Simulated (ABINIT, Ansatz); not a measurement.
## CsCaBr3 (Pm-3m): zone-centre phonons

Wanted: the vibrations of CsCaBr3 (Pm-3m) at Γ, by two programs.

Program: ABINIT 10.8.3. Level of theory: DFT LDA, scalar-relativistic, plane waves, PseudoDojo norm-conserving pseudopotentials. Results are calculated unless marked as measured.

### 1. The structure

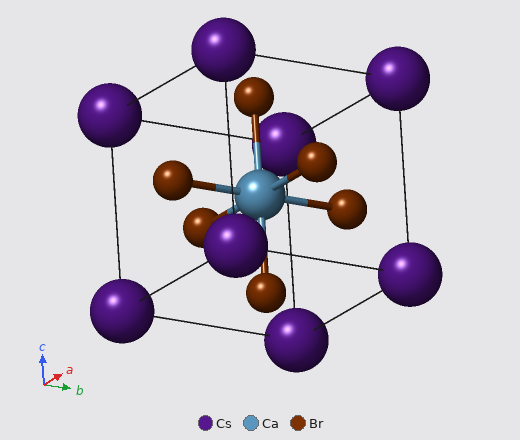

The cell as given, from a free direction (caesium purple, calcium blue, bromine brown). Some periodic images of atoms are drawn too.

### 2. Relaxation

The harmonic expansion needs vanishing forces, and a free crystal bears no stress, so cell and atoms are brought to rest. Stress is more sensitive to the basis than forces are: the last 3 Ha under the cutoff are smoothed with ecutsm, and the cutoff is raised above that of the later runs.

The starting cell comes from a relaxation made beforehand in Ansatz (LDA, PseudoDojo NC).

The input, relax.abi:

```
# relaxation
ionmov 2
optcell 2
dilatmx 1.08
ntime 40
tolmxf 1.0d-05
tolvrs 1.0d-14
prtwf 0
prtden 0
chksymtnons 0

# basis, mesh and filling
ecut 38.0
ecutsm 3.0
ngkpt 4 4 4
nshiftk 1
shiftk 0.0 0.0 0.0
istwfk *1
occopt 1
nband 20
nstep 100
diemac 9.0
prtebands 0
prtgsr 0
useylm 1

# cell and atoms
acell 10.4422037 10.4422037 10.4422037
rprim 
    1.0 0.0 0.0
    0.0 1.0 0.0
    0.0 0.0 1.0
ntypat 3
znucl 55 20 35
natom 5
typat 1 2 3 3 3
xred 
    0.0 0.0 0.0
    0.5 0.5 0.5
    0.5 0.0 0.5
    0.0 0.5 0.5
    0.5 0.5 0.0
pp_dirpath "./pseudo"
pseudos "Cs.upf, Ca.upf, Br.upf"
```

Run with:

```bash
$ OMP_NUM_THREADS=1 mpirun -n 4 abinit relax.abi > relax.log
```

Numbers of over 12 decimals in the logs are rounded to 6 here.

relax.abo, the main output file:

```text
[banners, grids, parts of the stress and lines that vanish by symmetry left out]
- input  file    -> relax.abi
- output file    -> relax.abo
- root for input  files -> relaxi
[...]
Symmetries : space group Pm -3 m (#221); Bravais cP (primitive cubic)
[...]
mpw =       16176          nfft =      262144          nkpt =          10
[...]
== DATASET  1 ==================================================================
[...]
cutoff_energies: {ecut:  38.0, pawecutdg:  -1.0, }
[...]
ETOT  1  -109.76580224805    -1.098E+02 4.379E-02 1.820E+02
 ETOT  2  -109.82753521499    -6.173E-02 9.721E-05 4.489E+01
 ETOT  3  -109.82957238044    -2.037E-03 2.841E-05 1.030E+01
 ETOT  4  -109.82985422343    -2.818E-04 8.436E-06 1.672E-01
 ETOT  5  -109.82986969142    -1.547E-05 5.734E-07 1.968E-02
[...]
ETOT 14  -109.82987137715    -4.718E-12 3.489E-16 6.462E-13
 ETOT 15  -109.82987137715     1.137E-12 3.959E-17 5.499E-15
 At SCF step   15       vres2   =  5.50E-15 < tolvrs=  1.00E-14 =>converged.
[...]
sigma(1 1)=  3.83955611E-08  sigma(3 2)=  0.00000000E+00
  sigma(2 2)=  3.83955611E-08  sigma(3 1)=  0.00000000E+00
  sigma(3 3)=  3.83955611E-08  sigma(2 1)=  0.00000000E+00
[...]
convergence: {deltae:  1.137E-12, res2:  5.499E-15, residm:  3.959E-17, diffor: null, }
etotal    :  -1.09829871E+02
[...]
At Broyd/MD step   1, gradients are converged :
[...]
sigma(1 1)=  3.83955611E-08  sigma(3 2)=  0.00000000E+00
  sigma(2 2)=  3.83955611E-08  sigma(3 1)=  0.00000000E+00
  sigma(3 3)=  3.83955611E-08  sigma(2 1)=  0.00000000E+00
[...]
- sigma(1 1)=  1.12963641E-03  sigma(3 2)=  0.00000000E+00
- sigma(2 2)=  1.12963641E-03  sigma(3 1)=  0.00000000E+00
- sigma(3 3)=  1.12963641E-03  sigma(2 1)=  0.00000000E+00
[...]
fcart     -0.0000000000E+00 -0.0000000000E+00 -0.0000000000E+00
           strten      3.8395561074E-08  3.8395561074E-08  3.8395561075E-08
================================================================================

[key lines of the parts left out:]
pressure_GPa:  -1.1296E-03
Total energy (etotal) [Ha]= -1.09829871377146E+02
```

Wall time 49 s (4 MPI ranks of Arm Neoverse V1, shared host).

Little changed from the start: no atom moved by 0.005 Å and no cell edge by 0.1 %.

Read from the output:

- volume per atom: 33.75 Å³
- pressure: -0.001130 GPa

### 3. Ground state

First-order wavefunctions inherit every error of the ground state, hence the very tight tolvrs.

The input, gs.abi:

```
# ground state
tolvrs 1.0d-16
prtden 1
prtwf 1

# basis, mesh and filling
ecut 30.0
ngkpt 4 4 4
nshiftk 1
shiftk 0.0 0.0 0.0
istwfk *1
occopt 1
nband 20
nstep 100
diemac 9.0
prtebands 0
prtgsr 0
useylm 1

# cell and atoms
acell 10.4422037 10.4422037 10.4422037
rprim 
    1.0 0.0 0.0
    0.0 1.0 0.0
    0.0 0.0 1.0
ntypat 3
znucl 55 20 35
natom 5
typat 1 2 3 3 3
xred 
    0.0 0.0 0.0
    0.5 0.5 0.5
    0.5 0.0 0.5
    0.0 0.5 0.5
    0.5 0.5 0.0
pp_dirpath "./pseudo"
pseudos "Cs.upf, Ca.upf, Br.upf"
```

Run with:

```bash
$ OMP_NUM_THREADS=1 mpirun -n 4 abinit gs.abi > gs.log
```

gs.abo, the main output file:

```text
[banners, grids, parts of the stress and lines that vanish by symmetry left out]
- input  file    -> gs.abi
- output file    -> gs.abo
- root for input  files -> gsi
[...]
Symmetries : space group Pm -3 m (#221); Bravais cP (primitive cubic)
[...]
mpw =        9008          nfft =      157464          nkpt =          10
[...]
== DATASET  1 ==================================================================
[...]
cutoff_energies: {ecut:  30.0, pawecutdg:  -1.0, }
[...]
ETOT  1  -109.76634252510    -1.098E+02 1.315E-01 1.178E+02
 ETOT  2  -109.82762925095    -6.129E-02 9.375E-05 2.376E+01
 ETOT  3  -109.82947422111    -1.845E-03 3.155E-05 5.252E+00
 ETOT  4  -109.82972513797    -2.509E-04 6.092E-06 5.276E-02
 ETOT  5  -109.82973393307    -8.795E-06 1.990E-07 1.070E-02
[...]
ETOT 19  -109.82973556275     6.111E-12 3.655E-21 1.345E-16
 ETOT 20  -109.82973556275     9.379E-12 4.765E-22 8.448E-18
 At SCF step   20       vres2   =  8.45E-18 < tolvrs=  1.00E-16 =>converged.
[...]
sigma(1 1)=  1.28637201E-06  sigma(3 2)=  0.00000000E+00
  sigma(2 2)=  1.28637201E-06  sigma(3 1)=  0.00000000E+00
  sigma(3 3)=  1.28637201E-06  sigma(2 1)=  0.00000000E+00
[...]
convergence: {deltae:  9.379E-12, res2:  8.448E-18, residm:  4.765E-22, diffor: null, }
etotal    :  -1.09829736E+02
[...]
sigma(1 1)=  1.28637201E-06  sigma(3 2)=  0.00000000E+00
  sigma(2 2)=  1.28637201E-06  sigma(3 1)=  0.00000000E+00
  sigma(3 3)=  1.28637201E-06  sigma(2 1)=  0.00000000E+00
[...]
- sigma(1 1)=  3.78463711E-02  sigma(3 2)=  0.00000000E+00
- sigma(2 2)=  3.78463711E-02  sigma(3 1)=  0.00000000E+00
- sigma(3 3)=  3.78463711E-02  sigma(2 1)=  0.00000000E+00
[...]
fcart     -0.0000000000E+00 -0.0000000000E+00 -0.0000000000E+00
           strten      1.2863720085E-06  1.2863720085E-06  1.2863720085E-06
================================================================================

[key lines of the parts left out:]
pressure_GPa:  -3.7846E-02
```

Elapsed: 44 s, on 4 MPI ranks; 2.9 min of CPU time.

This step gave:

```
pressure : -0.03785 GPa
```

The cell stands at -0.038 GPa, close enough for phonons.

### 4. The gap at rest

Empty bands on the ground state's density check that the gap assumed so far is there in this cell.

The input, gap.abi:

```
# empty bands on the ground state's density
iscf -2
getden_filepath "gso_DEN"
tolwfr 1.0d-12
nbdbuf 2
prtwf 0

# basis, mesh and filling
ecut 30.0
ngkpt 4 4 4
nshiftk 1
shiftk 0.0 0.0 0.0
istwfk *1
occopt 1
nband 24
nstep 100
diemac 9.0
prtebands 0
prtgsr 0
useylm 1

# cell and atoms
acell 10.4422037 10.4422037 10.4422037
rprim 
    1.0 0.0 0.0
    0.0 1.0 0.0
    0.0 0.0 1.0
ntypat 3
znucl 55 20 35
natom 5
typat 1 2 3 3 3
xred 
    0.0 0.0 0.0
    0.5 0.5 0.5
    0.5 0.0 0.5
    0.0 0.5 0.5
    0.5 0.5 0.0
pp_dirpath "./pseudo"
pseudos "Cs.upf, Ca.upf, Br.upf"
```

Run with:

```bash
$ OMP_NUM_THREADS=1 mpirun -n 4 abinit gap.abi > gap.log
```

gap.abo, the main output file:

```text
[banners, grids, parts of the stress and lines that vanish by symmetry left out]
- input  file    -> gap.abi
- output file    -> gap.abo
- root for input  files -> gapi
[...]
Symmetries : space group Pm -3 m (#221); Bravais cP (primitive cubic)
[...]
mpw =        9008          nfft =      157464          nkpt =          10
[...]
== DATASET  1 ==================================================================
[...]
cutoff_energies: {ecut:  30.0, pawecutdg:  -1.0, }
[...]
-outvars: echo values of variables after computation
            acell      1.0442203700E+01  1.0442203700E+01  1.0442203700E+01 Bohr
================================================================================
```

Wall time 42 s (4 MPI ranks); 2.8 min of CPU time.

This step gave:

```yaml
gap_on_the_k_mesh: 4.361 eV
```

In this cell the gap on the mesh is 4.4 eV, indirect (smallest direct 4.6 eV), so fixed occupations hold.

### 5. Linear response at Γ

The derivative of the wavefunctions by k comes first, since the response to a field is built on it; then the field and the displacements that symmetry doesn't supply are solved at q = 0.

It reads the wavefunctions written in step 3.

The input, dfpt_gamma.abi:

```
ndtset 2

# common to the responses
getwfk_filepath "gso_WFK"
kptopt 2
nqpt 1
qpt 0.0 0.0 0.0
asr 0
chneut 0

# d/dk
rfelfd1 2
rfdir1 1 1 1
iscf1 -3
tolwfr1 1.0d-20

# displacements, field
rfphon2 1
rfatpol2 1 5
rfdir2 1 1 1
rfelfd2 3
getddk2 1
tolvrs2 1.0d-10
prtwf2 0

# basis, mesh and filling
ecut 30.0
ngkpt 4 4 4
nshiftk 1
shiftk 0.0 0.0 0.0
istwfk *1
occopt 1
nband 20
nstep 100
diemac 9.0
prtebands 0
prtgsr 0
useylm 1

# cell and atoms
acell 10.4422037 10.4422037 10.4422037
rprim 
    1.0 0.0 0.0
    0.0 1.0 0.0
    0.0 0.0 1.0
ntypat 3
znucl 55 20 35
natom 5
typat 1 2 3 3 3
xred 
    0.0 0.0 0.0
    0.5 0.5 0.5
    0.5 0.0 0.5
    0.0 0.5 0.5
    0.5 0.5 0.0
pp_dirpath "./pseudo"
pseudos "Cs.upf, Ca.upf, Br.upf"
```

Run with:

```bash
$ OMP_NUM_THREADS=1 mpirun -n 4 abinit dfpt_gamma.abi > dfpt_gamma.log
```

dfpt_gamma.abo, the main output file:

```text
[banners, grids, parts of the stress and lines that vanish by symmetry left out]
- input  file    -> dfpt_gamma.abi
- output file    -> dfpt_gamma.abo
- root for input  files -> dfpt_gammai
[...]
DATASET    1 : space group Pm -3 m (#221); Bravais cP (primitive cubic)
[...]
nfft =      157464          nkpt =          36
[...]
DATASET    2 : space group Pm -3 m (#221); Bravais cP (primitive cubic)
[...]
nfft =      157464          nkpt =          36
[...]
== DATASET  1 ==================================================================
[...]
cutoff_energies: {ecut:  30.0, pawecutdg:  -1.0, }
[...]
- 35.00000   7.00000  180309                  znucl, zion, pspdat
[...]
Perturbation : derivative vs k along direction   1
[...]
-ETOT  1  -14.802945050672     -1.480E+01 8.957E-02 0.000E+00
 ETOT  2  -14.904007553090     -1.011E-01 8.793E-03 0.000E+00
 ETOT  3  -14.907389242895     -3.382E-03 2.867E-04 0.000E+00
 ETOT  4  -14.907552837364     -1.636E-04 3.245E-05 0.000E+00
 ETOT  5  -14.907562154650     -9.317E-06 1.345E-06 0.000E+00
[...]
At SCF step   19   max residual=  1.00E-20 < tolwfr=  1.00E-20 =>converged.
[...]
Perturbation : derivative vs k along direction   2
[...]
-ETOT  1  -14.802829741452     -1.480E+01 8.957E-02 0.000E+00
[...]
At SCF step   19   max residual=  1.00E-20 < tolwfr=  1.00E-20 =>converged.
[...]
Perturbation : derivative vs k along direction   3
[...]
-ETOT  1  -14.802945038683     -1.480E+01 8.957E-02 0.000E+00
[...]
At SCF step   19   max residual=  1.00E-20 < tolwfr=  1.00E-20 =>converged.
[...]
1        1       1.0899110131   -0.0000000000
     1        2       0.0000000000    0.0000000000
     1        3       0.0000000000    0.0000000000
     2        1       0.0000000000    0.0000000000
     2        2       1.0899110131   -0.0000000000
     2        3       0.0000000000    0.0000000000
     3        1       0.0000000000    0.0000000000
     3        2       0.0000000000    0.0000000000
     3        3       1.0899110131   -0.0000000000
[...]
== DATASET  2 ==================================================================
[...]
cutoff_energies: {ecut:  30.0, pawecutdg:  -1.0, }
[...]
Perturbation : displacement of atom   1   along direction   1
[...]
-ETOT  1  0.799137     -1.081E+03 2.413E+00 6.144E+02
[...]
At SCF step   13       vres2   =  9.83E-12 < tolvrs=  1.00E-10 =>converged.
[...]
Perturbation : displacement of atom   2   along direction   1
[...]
-ETOT  1   16.924324386955     -4.957E+03 2.209E+01 6.517E+03
[...]
At SCF step   13       vres2   =  5.24E-12 < tolvrs=  1.00E-10 =>converged.
[...]
Perturbation : displacement of atom   3   along direction   1
[...]
-ETOT  1   1.291066     -9.713E+02 5.628E+00 1.536E+03
[...]
At SCF step   14       vres2   =  1.01E-11 < tolvrs=  1.00E-10 =>converged.
[...]
Perturbation : displacement of atom   3   along direction   2
[...]
-ETOT  1   10.372846068746     -9.777E+02 5.703E+00 7.066E+03
[...]
At SCF step   13       vres2   =  9.29E-11 < tolvrs=  1.00E-10 =>converged.
[...]
Perturbation : homogeneous electric field along direction   1
[...]
-ETOT  1  -64.599047589793     -6.460E+01 1.463E+00 2.324E+04
[...]
ETOT 12  -75.906577974754     -9.381E-11 3.355E-11 3.886E-09
 ETOT 13  -75.906577974764     -1.057E-11 6.162E-12 7.687E-12
 At SCF step   13       vres2   =  7.69E-12 < tolvrs=  1.00E-10 =>converged.
[...]
Dielectric tensor, in cartesian coordinates,
[...]
1    7   1    7         3.3138615857        -0.0000000000
   1    7   2    7        -0.0000000000        -0.0000000000
   1    7   3    7        -0.0000000000        -0.0000000000
   2    7   1    7        -0.0000000000        -0.0000000000
   2    7   2    7         3.3138615857        -0.0000000000
   2    7   3    7        -0.0000000000        -0.0000000000
   3    7   1    7        -0.0000000000        -0.0000000000
   3    7   2    7        -0.0000000000        -0.0000000000
   3    7   3    7         3.3138615857        -0.0000000000
  Effective charges, in cartesian coordinates,
[...]
1    1   1    7         1.3557402187         0.0000000000
   2    1   1    7         0.0000000000         0.0000000000
   3    1   1    7         0.0000000000         0.0000000000
   1    2   1    7         2.4724068003         0.0000000000
   2    2   1    7         0.0000000000         0.0000000000
[...]
Effective charges, in cartesian coordinates,
[...]
2    7   1    5         0.0000000000         0.0000000000
   3    7   1    5         0.0000000000         0.0000000000
   1    7   2    5         0.0000000000         0.0000000000
   2    7   2    5        -0.8965581058         0.0000000000
   3    7   2    5         0.0000000000         0.0000000000
   1    7   3    5         0.0000000000         0.0000000000
   2    7   3    5         0.0000000000         0.0000000000
   3    7   3    5        -2.0480131404         0.0000000000
  Phonon wavevector (reduced coordinates) :  0.00000  0.00000  0.00000
 Phonon energies in Hartree :
[...]
Phonon frequencies in cm-1    :
-  9.538206E-01  9.538208E-01  9.538211E-01  3.362401E+01  3.362401E+01
-  3.362401E+01  3.602161E+01  3.602161E+01  3.602161E+01  6.688362E+01
-  6.688362E+01  6.688362E+01  2.322120E+02  2.322120E+02  2.322120E+02
  Phonon at Gamma, with non-analyticity in the
[...]
Phonon energies in Hartree :
[...]
Phonon frequencies in cm-1    :
-  9.538206E-01  9.538208E-01  9.587564E-01  3.362401E+01  3.362401E+01
-  3.602161E+01  3.602161E+01  3.602161E+01  4.865498E+01  6.688362E+01
-  6.688362E+01  7.909605E+01  2.322120E+02  2.322120E+02  2.682032E+02
  Phonon at Gamma, with non-analyticity in the
[...]
Phonon energies in Hartree :
[...]
Phonon frequencies in cm-1    :
-  9.538206E-01  9.538211E-01  9.587561E-01  3.362401E+01  3.362401E+01
-  3.602161E+01  3.602161E+01  3.602161E+01  4.865498E+01  6.688362E+01
-  6.688362E+01  7.909605E+01  2.322120E+02  2.322120E+02  2.682032E+02
  Phonon at Gamma, with non-analyticity in the
[...]
Phonon energies in Hartree :
[...]
Phonon frequencies in cm-1    :
-  9.538208E-01  9.538211E-01  9.587560E-01  3.362401E+01  3.362401E+01
-  3.602161E+01  3.602161E+01  3.602161E+01  4.865498E+01  6.688362E+01
-  6.688362E+01  7.909605E+01  2.322120E+02  2.322120E+02  2.682032E+02
[...]
fcart2     0.0000000000E+00  0.0000000000E+00  0.0000000000E+00
           strten2     0.0000000000E+00  0.0000000000E+00  0.0000000000E+00
================================================================================
```

The job ended after 10 min (4 MPI ranks; 41 min of CPU time).

Numbers from this step:

| Property | Result |
| --- | --- |
| miss of the charge sum rule | 0.01298 e |
| largest acoustic frequency at the zone centre before the sum rule | 0.95 cm⁻¹ |
| highest optical zone-centre mode (no LO-TO term) | 232.2 cm⁻¹ |
| lowest optical zone-centre mode | 33.62 cm⁻¹ |
| mean high-frequency dielectric constant | 3.314 |
| largest Born charge in size (third of the trace) | 2.472 e |

Born charge (rows field, columns displacement), before the sum rule (e), principal values of the symmetric part by kind of site:

| atom | atoms with these values | low | middle | high | mean |
| --- | --- | --- | --- | --- | --- |
| Cs1 | 1 | 1.36 | 1.36 | 1.36 | 1.36 |
| Ca2 | 1 | 2.47 | 2.47 | 2.47 | 2.47 |
| Br3 | 3 | -2.05 | -0.90 | -0.90 | -1.28 |

In full for Cs1:

```
1.36 0.00 0.00
0.00 1.36 0.00
0.00 0.00 1.36
```

High-frequency dielectric tensor:

```
3.31 0.00 0.00
0.00 3.31 0.00
0.00 0.00 3.31
```

The acoustic modes at Γ come out as far as 0.9 cm⁻¹ from zero, where they should vanish, a small numerical error; the Born charges miss their sum rule by 0.013 e, which is good.

(Part 1 of 3 ends here.)

[Host names and launcher messages were left out of these logs when they were recorded.]

[Logs are printed without paths, hosts, clocks, repeated set-up lines and the standing remarks that a program may print on its own settings, such as how far it seeks lower states.]

[Hosts, paths, dates, database ids (printed as entryN), source tags and the programs' standing remarks are cut or masked in the printed files.]
